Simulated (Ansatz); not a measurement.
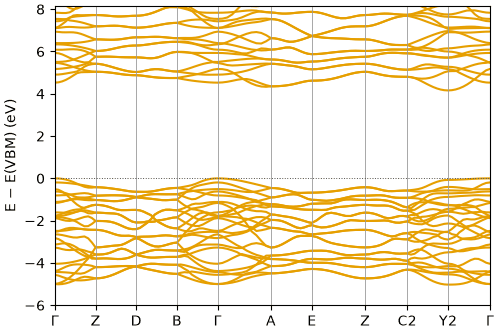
Band structure from r²SCAN (plane waves, PAW; program Ansatz)

Task: Read off the gap and where the band edges lie.

Result: About 4.2 eV (4.16 eV by a search for the band edges); maximum at Γ, minimum at Y2.

The material is ZrO₂ in space group P2_1/c (No. 14; Zr on 4e, O on 4e, O on 4e).

Symmetry was held in the r²SCAN relaxation. The run is not spin-polarised. Spin–orbit coupling is left out wherever it is not named.

Potentials: the earlier of the program's two PAW sets.
